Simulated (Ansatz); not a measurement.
H7NSi2···AsH3

| atom | x (Å) | y (Å) | z (Å) |
| --- | --- | --- | --- |
| Si | -0.4826 | -1.0527 | 1.1003 |
| N | 0.7571 | -0.0489 | 1.7605 |
| H | 0.1740 | -2.0400 | 0.2017 |
| H | -1.2689 | -1.8428 | 2.0998 |
| Si | -1.9834 | 0.2968 | -0.0864 |
| H | 1.7217 | 0.4723 | -0.8657 |
| As | 1.5819 | 0.1655 | -2.3489 |
| H | 0.5018 | 0.7835 | 2.2676 |
| H | 1.5743 | -0.4748 | 2.1695 |
| H | -2.5346 | 1.3501 | 0.8137 |
| H | -1.3291 | 0.9746 | -1.2384 |
| H | -3.1187 | -0.5209 | -0.5940 |
| H | 3.0787 | 0.3111 | -2.5889 |
| H | 1.3275 | 1.6261 | -2.6910 |

The reactant side of a reaction path; geometry: PBE0-D4/def2-TZVP.

The calculation used Ansatz, RKS PBE0-D4/def2-TZVPP.

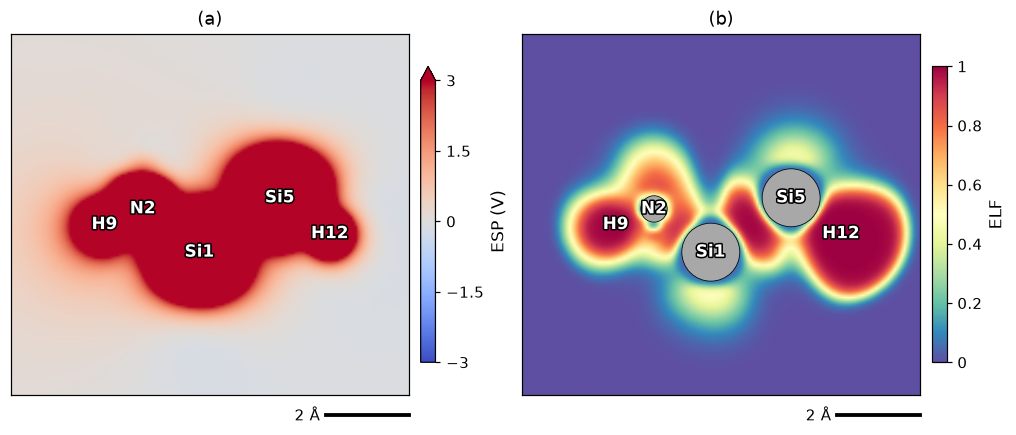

Figure 1. (a) molecular electrostatic potential; (b) ELF on the plane of atoms Si1, Si5 and H12. Grey discs cover the atomic cores in the ELF map.

Q: Describe what can be read from this map.

A: The plane passes through Si, N and H nuclei.
Si–N (1.73 Å): the ELF peaks at about 0.90 between the atoms, as expected for a polar covalent bond.
Si–Si (2.34 Å): the ELF peaks at about 1 between the atoms, as expected for a covalent bond.
N–H (1.01 Å): the ELF climbs to about 1 towards the hydrogen, as it does in any bond to H; a covalent bond by its length.
Si–H (1.49 Å): the ELF climbs to about 1 towards the hydrogen.
The potential has no marked negative region in this plane.

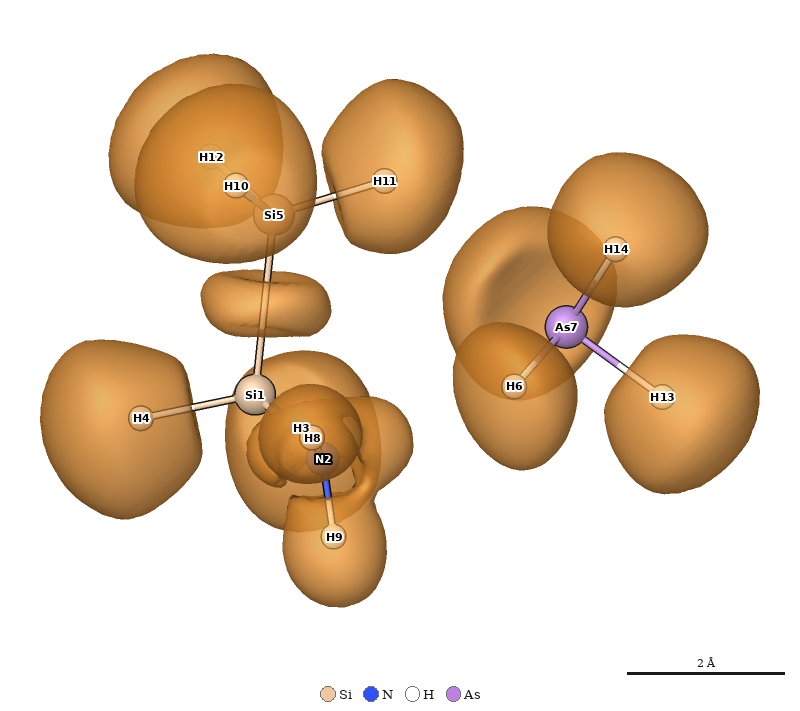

Figure 2. Isosurface of the ELF at 0.8 (orange), seen at a tilt. Only the valence region is drawn (cores and ρ < 0.01 e/Å³ removed).

Q: What do the ELF domains correspond to?

A: The ELF exceeds this value in one region between bonded Si–Si atoms (shared pairs), eight regions around hydrogen nuclei, one lobe on As, pointing away from the bonds (lone pairs) and one joined region spread over several atoms (H, N), in which their bonds and any lone pairs are merged. Profiles from the grid: Si1···H6 (3.32 Å): the ELF dips to about 0 between them: a weak contact between the two molecules.

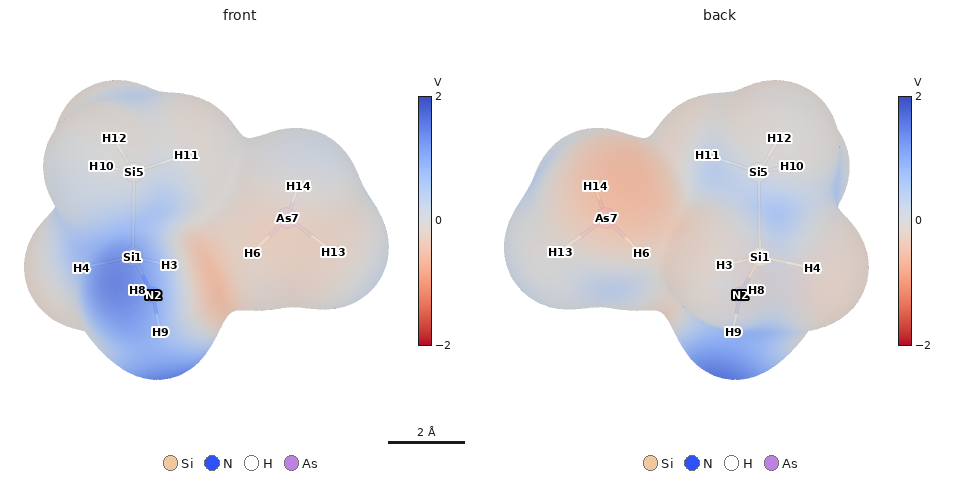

Figure 3. The electrostatic potential painted on the density surface at 0.001 e/bohr³, seen from the front and from behind; red is negative and blue positive.

Q: Where is the surface potential most negative and most positive?

A: The most negative region (about −0.6 V) lies over As7, the most positive (about +1.5 V) over H8 and H9.

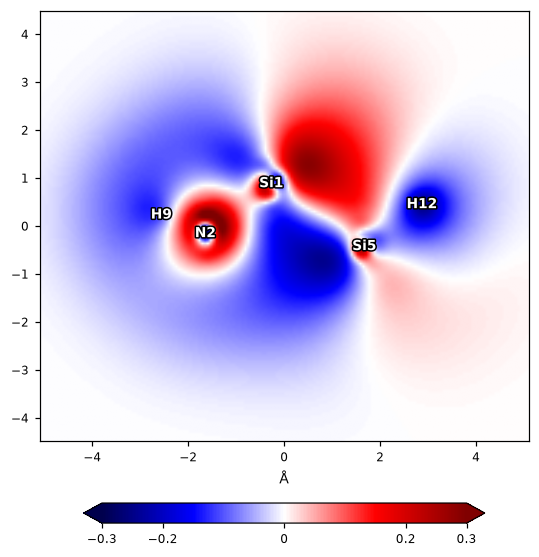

Figure 4. One frontier orbital on the plane of atoms N2, Si1 and Si5 (values in Å⁻³ᐟ²; the overall sign is arbitrary).

Q: Which orbital is it: HOMO or LUMO?

A: The LUMO, at −0.22 eV. By Hirshfeld shares it lies mainly on Si1 (about 30 %), Si5 (about 20 %), N2 (about 10 %), H9 (about 10 %) and H8 (about 10 %).
